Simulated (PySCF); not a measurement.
**C4H2F3O2 (doublet): density, localisation and related maps**

Input

```
{"job": {"kind": "epr", "basis": "pcH-1"}, "charge": 0, "multiplicity": 2}
O      2.065590    -0.272022     1.381436
C      2.482734    -0.122481     0.280872
O      1.732517     0.019350    -0.842999
C      0.420518     0.029955    -0.810353
C     -0.518237    -0.134015     0.080975
C     -1.977862    -0.031591    -0.238141
F     -2.592224     0.880489     0.533668
F     -2.220036     0.308900    -1.506633
F     -2.617459    -1.193867    -0.020583
H      3.539949    -0.074299    -0.014268
H     -0.310065    -0.367827     1.130063
```

Run with:

```sh
OMP_NUM_THREADS=1 python probes_run.py task.json out
```

Geometry: GFN2-xTB.

Method: UKS B3LYP, pcH-1 on C F H O, non-relativistic, mean-field spin-orbit, GIAO in PySCF 2.14.0, density-fitted response routines.

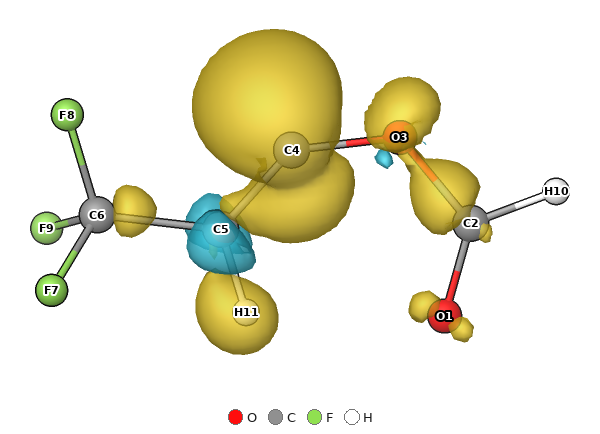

Figure 1. Isosurfaces of the spin density (α minus β) at +0.03 (yellow) and −0.03 e/Å³ (cyan), seen at a tilt.

Question: Describe the spin distribution.

Answer: The unpaired spin (1 electron) lies mostly on C4 (about 0.8) and O3 (about 0.1), in electrons by Hirshfeld's partition.

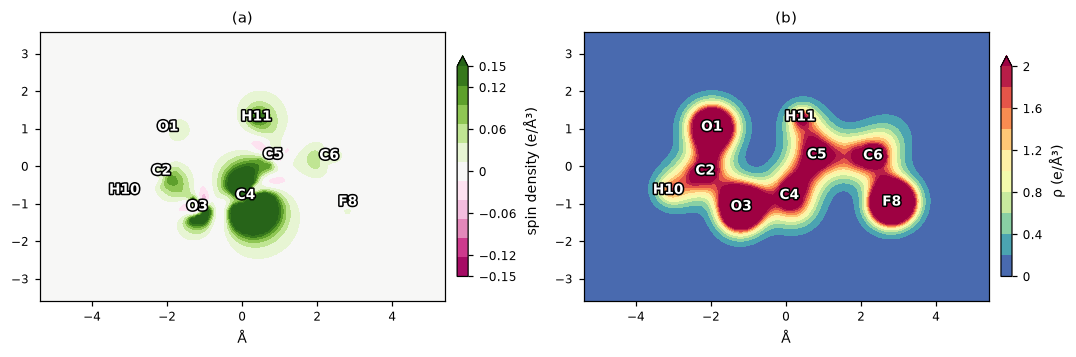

Figure 2. (a) spin density; (b) electron density on the plane of atoms C6, C5 and H11.

Question: Interpret the plot.

Answer: The section cuts through O, C, F and H sites.
C–O (1.19 Å): ρ at the midpoint is about 3.4 e/Å³.
C–C (1.30 Å): the density is about 2.3 e/Å³ at the midpoint.
C–F (1.34 Å): the density is about 2.2 e/Å³ at the midpoint.
C–H (1.09 Å): ρ at the midpoint is about 1.9 e/Å³.
C–O (1.31 Å): ρ is about 2.4 e/Å³ halfway.

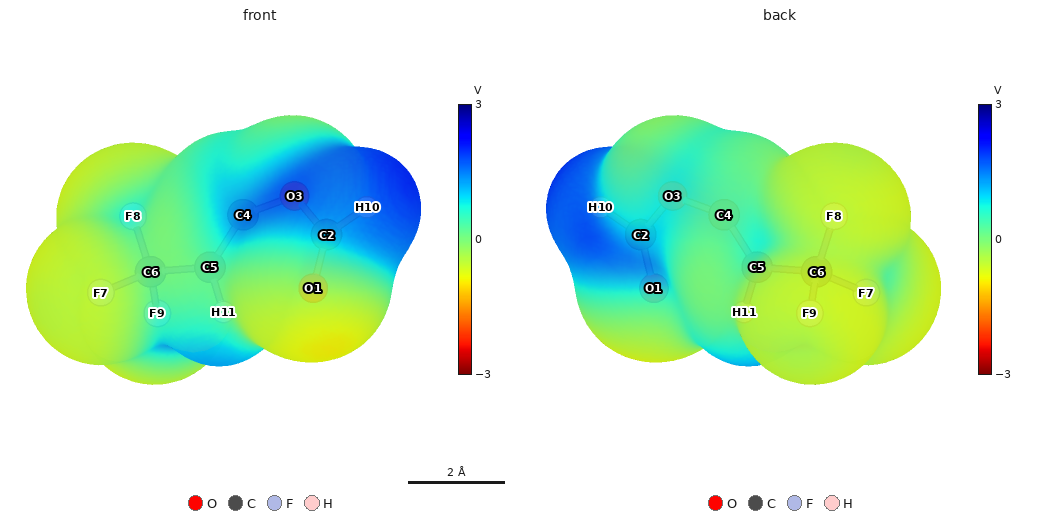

Figure 3. The electrostatic potential painted on the density surface at 0.002 e/bohr³, seen from the front and from behind; the colour scale runs from red (negative) to blue (positive).

Question: Which sites attract a positive test charge, and which a negative one?

Answer: A positive charge is drawn to the negative regions and a negative charge to the positive ones. The most negative region (about −0.9 V) lies over O1, the most positive (about +2.0 V) over H10.
